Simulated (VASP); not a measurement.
Here is the system:

```xyz
2
Lattice="0.0000 2.5697 2.5697 2.5697 0.0000 2.5697 2.5697 2.5697 0.0000" Properties=species:S:1:pos:R:3 pbc="T T T"
Ru     0.0000     0.0000     0.0000
Se     2.5697     2.5697     2.5697
```

All values below come from PBE GGA, VASP's PBE PAW potentials (set 64) (plane waves; VASP 6.6.1). Numerical set-up: 400 eV cut-off, 14×14×14 Γ-centred mesh, tetrahedra with Blöchl corrections, potentials Ru_pv Se.

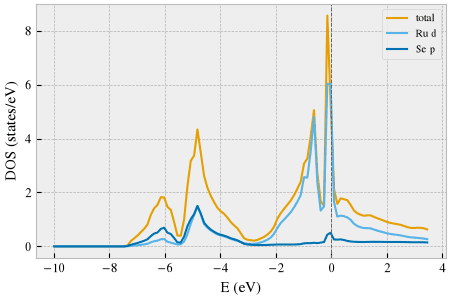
Figure. Total and projected density of states, zero at the Fermi level

Within 2 eV below the Fermi level the largest weight inside VASP's projection spheres is Ru d.

It has no gap at this level: it comes out as a metal or semimetal.

The structure was generated: RuSe was put into the rock salt type (Fm-3m), which need not be its known phase. It was relaxed first, which changed the volume by -28 %.
